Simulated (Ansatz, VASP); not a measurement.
**Cross-check of FeMo between VASP and Ansatz**

Wanted: the spread between two codes on one cell, functional and k mesh. The cell is invented: As first built, before any earlier steps moved the atoms (in the runner's words): it takes the FeRu structure with some of its atoms replaced by other elements, volume scaled by an estimate. It may not be a known or stable phase. The cell is taken from a series of VASP runs on this material, whose earlier steps may have relaxed, scaled or displaced it; both programs get it as it stands. Other levels of theory on this material are compared in a session of their own. Valence electrons are named where the data sets of a main pair hold unlike numbers.

Main program and level: Ansatz 0.2.0; plane waves, with VASP 6.6.1 beside it; band structure at LDA.

### 1. Starting point

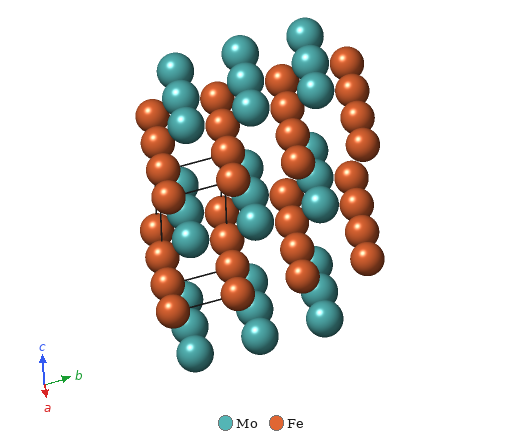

The cell as given, slightly off an axis (molybdenum teal, iron orange). 3×3×2 cells are drawn. Some periodic images of atoms are drawn too.

### 2. VASP: band structure, LDA

A single point gives forces, pressure and levels at one fixed geometry, so differences don't come from the geometry; what else differs is listed under the comparison.

Lines of VASP's logs that name or quote its potential files are left out, and so is its time.

Contents of INCAR:

```
SYSTEM = FeMo
PREC = Accurate
ENCUT = 400
EDIFF = 1E-06
NELM = 100
ISMEAR = -1
SIGMA = 0.05
LREAL = .FALSE.
ALGO = Normal
GGA = CA
NBANDS = 24
ISPIN = 2
MAGMOM = 1 3
LMAXMIX = 4
LORBIT = 11
LWAVE = .FALSE.
LCHARG = .FALSE.
```

Contents of POSCAR:

```
FeMo
1.0
    2.6422242375     -0.0000000268      0.0000000000
   -1.3211116653      2.2882334342      0.0000000000
    0.0000000000      0.0000000000      4.1237793903
Mo Fe
1 1
Direct
    0.6666666700      0.3333333300      0.0000000000
    0.0000000000      0.0000000000      0.5000000000
```

Contents of KPOINTS:

```
Automatic mesh
0
Gamma
10 10 6
0 0 0
```

Contents of KPOINTS_OPT:

```
Line mode
16
Line-mode
Reciprocal
  0.00000000   0.00000000   0.00000000 GAMMA
  0.50000000   0.00000000   0.00000000 M

  0.50000000   0.00000000   0.00000000 M
  0.33333333   0.33333333   0.00000000 K

  0.33333333   0.33333333   0.00000000 K
  0.00000000   0.00000000   0.00000000 GAMMA

  0.00000000   0.00000000   0.00000000 GAMMA
  0.00000000   0.00000000   0.50000000 A

  0.00000000   0.00000000   0.50000000 A
  0.50000000   0.00000000   0.50000000 L

  0.50000000   0.00000000   0.50000000 L
  0.33333333   0.33333333   0.50000000 H

  0.33333333   0.33333333   0.50000000 H
  0.00000000   0.00000000   0.50000000 A

  0.50000000   0.00000000   0.50000000 L
  0.50000000   0.00000000   0.00000000 M

  0.33333333   0.33333333   0.00000000 K
  0.33333333   0.33333333   0.50000000 H
```

The projector-augmented-wave data sets are Mo_sv and Fe (LDA family, release 64).

Command:

```bash
> mpirun -np 1 vasp_std
```

Numbers of over 12 decimals in the logs are rounded to 6 here.

Output:

```text
[banner, memory and clock lines left out]
running    1 mpi-ranks, on    1 nodes
 distrk:  each k-point on    1 cores,    1 groups
 distr:  one band on    1 cores,    1 groups

 POSCAR found type information on POSCAR MoFe
 POSCAR found :  2 types and       2 ions
 LDA part: xc-table for (Slater(with rela. corr.)+CA(PZ))
 , standard interpolation
 POSCAR, INCAR and KPOINTS ok, starting setup
 FFT: planning ... GRIDC
 FFT: planning ... GRID_SOFT
 FFT: planning ... GRID
 WAVECAR not read
 entering main loop
       N       E                     dE             d eps       ncg     rms          rms(c)
DAV:   1     0.153883621183E+03    0.15388E+03   -0.10059E+04  5640   0.935E+02
DAV:   2    -0.182946350269E+02   -0.17218E+03   -0.16355E+03  5632   0.281E+02
DAV:   3    -0.229280644847E+02   -0.46334E+01   -0.45831E+01  6536   0.530E+01
DAV:   4    -0.229709303475E+02   -0.42866E-01   -0.42860E-01  5656   0.498E+00
DAV:   5    -0.229716887572E+02   -0.75841E-03   -0.75841E-03  6616   0.700E-01    0.259E+01
DAV:   6    -0.377056438126E+02   -0.14734E+02   -0.10725E+02  6600   0.932E+01    0.409E+01
DAV:   7    -0.210567546559E+02    0.16649E+02   -0.33194E+01  6648   0.603E+01    0.648E+00
DAV:   8    -0.210822397047E+02   -0.25485E-01   -0.15647E+00  7960   0.791E+00    0.436E+00
DAV:   9    -0.209846006328E+02    0.97639E-01   -0.72513E-01  7640   0.631E+00    0.177E+00
DAV:  10    -0.209756911520E+02    0.89095E-02   -0.43453E-02  7264   0.138E+00    0.857E-01
DAV:  11    -0.209763348954E+02   -0.64374E-03   -0.28746E-03  7216   0.395E-01    0.414E-01
DAV:  12    -0.209764107791E+02   -0.75884E-04   -0.10274E-03  7600   0.200E-01    0.146E-01
DAV:  13    -0.209765082536E+02   -0.97474E-04   -0.15196E-04  7576   0.985E-02    0.750E-02
DAV:  14    -0.209765855094E+02   -0.77256E-04   -0.44674E-04  7384   0.151E-01    0.651E-02
DAV:  15    -0.209765883861E+02   -0.28766E-05   -0.58291E-05  6904   0.504E-02    0.441E-02
DAV:  16    -0.209766070398E+02   -0.18654E-04   -0.54096E-05  7088   0.607E-02    0.396E-02
DAV:  17    -0.209766169630E+02   -0.99232E-05   -0.73323E-05  7144   0.703E-02    0.183E-02
DAV:  18    -0.209766204358E+02   -0.34728E-05   -0.32045E-05  7312   0.459E-02    0.827E-03
DAV:  19    -0.209766206155E+02   -0.17969E-06   -0.11406E-06  2920   0.799E-03
   1 F= -.20976621E+02 E0= -.20963930E+02  d E =-.253811E-01  mag=    -0.0001
 Start KPOINTS_OPT (optional k-point list driver)
k-point batch [1-56\144]
       N       E                     dE             ncg
DAV:   1     0.256882460358E+04   -0.28882E+05     5656
DAV:   2    -0.716859681242E+04   -0.97374E+04     5792
DAV:   3    -0.743988599688E+04   -0.27129E+03     6392
DAV:   4    -0.744247451576E+04   -0.25885E+01     5888
DAV:   5    -0.744251824547E+04   -0.43730E-01     6416
DAV:   6    -0.744251946361E+04   -0.12181E-02     5920
DAV:   7    -0.744251950867E+04   -0.45063E-04     6440
DAV:   8    -0.744251951020E+04   -0.15319E-05     4144
DAV:   9    -0.744251951037E+04   -0.16691E-06     3632
[...]
k-point batch [113-144\144]
       N       E                     dE             ncg
DAV:   1     0.192243471959E+05   -0.29452E+05     3280
DAV:   2     0.137490363904E+05   -0.54753E+04     3456
DAV:   3     0.136016245311E+05   -0.14741E+03     3456
DAV:   4     0.136002428047E+05   -0.13817E+01     3568
DAV:   5     0.136002171542E+05   -0.25651E-01     3456
DAV:   6     0.136002164165E+05   -0.73771E-03     3584
DAV:   7     0.136002163899E+05   -0.26562E-04     3552
DAV:   8     0.136002163890E+05   -0.89442E-06     2496
```

From OUTCAR (step 2):

```text
ion  position               nearest neighbor table
   1  0.667  0.333  0.000-   2 2.56   2 2.56   2 2.56   2 2.56   2 2.56   2 2.56
   2  0.000  0.000  0.500-   1 2.56   1 2.56   1 2.56   1 2.56   1 2.56   1 2.56

  LATTYP: Found a hexagonal cell.
 ALAT       =     2.6422242375
 C/A-ratio  =     1.5607227168

 Subroutine GETGRP returns: Found 12 space group operations
 (whereof 12 operations were pure point group operations)

The static configuration has the point symmetry D_3h.

 Found     56 irreducible k-points:

   k-points           NKPTS =     56   k-points in BZ     NKDIM =     56   number of bands    NBANDS=     24

   dimension x,y,z NGX =    18 NGY =   18 NGZ =   28
   dimension x,y,z NGXF=    36 NGYF=   36 NGZF=   56

   ENCUT  =  400.0 eV  29.40 Ry    5.42 a.u.   4.31  4.31  6.72*2*pi/ulx,y,z

   NELECT =      22.0000    total number of electrons

 k-points in reciprocal lattice and weights: Automatic mesh
   0.00000000  0.00000000  0.00000000       0.002
   0.10000000  0.00000000  0.00000000       0.010
   0.20000000  0.00000000  0.00000000       0.010
   0.30000000  0.00000000  0.00000000       0.010
   0.40000000  0.00000000  0.00000000       0.010
   0.50000000  0.00000000  0.00000000       0.005
   0.10000000  0.10000000  0.00000000       0.010
   0.20000000  0.10000000  0.00000000       0.020
   0.30000000  0.10000000  0.00000000       0.020
[...]
0.40000000  0.20000000  0.50000000       0.010
   0.30000000  0.30000000  0.50000000       0.010

 average (electrostatic) potential at core
       1 -70.8322       2 -39.1347

 E-fermi :  10.3735

 spin component 1
 k-point     1 :       0.0000    0.0000    0.0000
  band No.  band energies     occupation
    ...
      9       9.4422      1.00000
     10       9.9226      0.99988
     11       9.9226      0.99988
     12       9.9504      0.99979
     13       9.9504      0.99979
     14      12.2242      0.00000
     15      13.6274      0.00000
     16      13.6274      0.00000
     17      21.7582      0.00000
     18      24.9213      0.00000
    ...

 k-point     2 :       0.1000    0.0000    0.0000
  band No.  band energies     occupation
    ...
      9       9.5539      1.00000
     10       9.6768      1.00000
     11       9.8245      0.99998
     12       9.9565      0.99976
     13      10.2717      0.88464
     14      10.9510      0.00001
     15      13.6355      0.00000
     16      15.2507      0.00000
     17      21.7168      0.00000
     18      25.8454      0.00000
    ...

 k-point     3 :       0.2000    0.0000    0.0000
  band No.  band energies     occupation
    ...
      8       8.5332      1.00000
      9       9.3598      1.00000
     10       9.5143      1.00000
     11       9.8439      0.99997
     12      10.1454      0.98967
     13      10.5137      0.05716
     14      11.3607      0.00000
     15      13.6465      0.00000
     16      17.4596      0.00000
     17      21.5449      0.00000
    ...

 k-point     4 :       0.3000    0.0000    0.0000
  band No.  band energies     occupation
    ...
      7       7.2413      1.00000
      8       8.3234      1.00000
      9       9.1617      1.00000
     10       9.4757      1.00000
     11       9.8207      0.99998
     12      10.4277      0.25279
     13      11.7065      0.00000
     14      13.0511      0.00000
     15      13.6445      0.00000
     16      19.5183      0.00000
    ...

 k-point     5 :       0.4000    0.0000    0.0000
  band No.  band energies     occupation
    ...
      7       6.4303      1.00000
      8       8.7783      1.00000
      9       8.8966      1.00000
     10       9.6283      1.00000
     11       9.8502      0.99997
     12      10.9300      0.00001
     13      13.3651      0.00000
     14      13.6340      0.00000
     15      14.8668      0.00000
     16      19.2680      0.00000
    ...

 k-point     6 :       0.5000    0.0000    0.0000
  band No.  band energies     occupation
    ...
      7       6.6354      1.00000
      8       8.7994      1.00000
      9       9.1711      1.00000
     10       9.5617      1.00000
     11      10.0133      0.99926
     12      11.1332      0.00000
     13      13.6283      0.00000
     14      14.1586      0.00000
     15      15.7701      0.00000
     16      18.4284      0.00000
    ...

  Total        0.0159095      0.0159096     -0.0014238      0.0000000      0.0000000      0.0000000
  in kB        1.0223581      1.0223582     -0.0914940      0.0000002      0.0000000      0.0000000
  external PRESSURE =       0.6510741 kB  Pullay stress =       0.0000000 kB

  energy-cutoff  :      400.00
  volume of cell :       24.93
      direct lattice vectors                 reciprocal lattice vectors
     2.642224237 -0.000000027  0.000000000     0.378469015  0.218509101  0.000000000
    -1.321111665  2.288233434  0.000000000     0.000000004  0.437018353  0.000000000
     0.000000000  0.000000000  4.123779390     0.000000000  0.000000000  0.242495998

 POSITION                                       TOTAL-FORCE (eV/Angst)
 -----------------------------------------------------------------------------------
      1.32111      0.76274      0.00000         0.000000     -0.000000      0.000000
      0.00000      0.00000      2.06189        -0.000000      0.000000      0.000000
 -----------------------------------------------------------------------------------
    total drift:                               -0.000020      0.000012      0.000000

  FREE ENERGIE OF THE ION-ELECTRON SYSTEM (eV)
  ---------------------------------------------------
  free  energy   TOTEN  =       -20.9766206155 eV

  energy  without entropy=      -20.9512395254  energy(sigma->0) =      -20.96393007

 total charge
# of ion       s       p       d       tot
------------------------------------------
    1        2.437   6.218   4.148  12.803
    2        0.507   0.557   6.377   7.441
--------------------------------------------------
tot          2.944   6.775  10.525  20.244

 magnetization (x)
# of ion       s       p       d       tot
------------------------------------------
    1       -0.000   0.000   0.000   0.000
    2       -0.000  -0.000   0.002   0.002
--------------------------------------------------
tot         -0.000   0.000   0.002   0.002

[... 6 further parts left out ...]
```

Spin-orbit coupling is off here; it would split degenerate levels.

(Continued in part 2 of 2.)

[Lines on the potential files, build, host, timing and source positions are cut from VASP's logs without a mark.]

[Logs are printed without paths, hosts, clocks, repeated set-up lines and the standing remarks that a program may print on its own settings, such as how far it seeks lower states.]

[Hosts, paths, dates, database ids (printed as entryN), source tags and the programs' standing remarks are cut or masked in the printed files.]
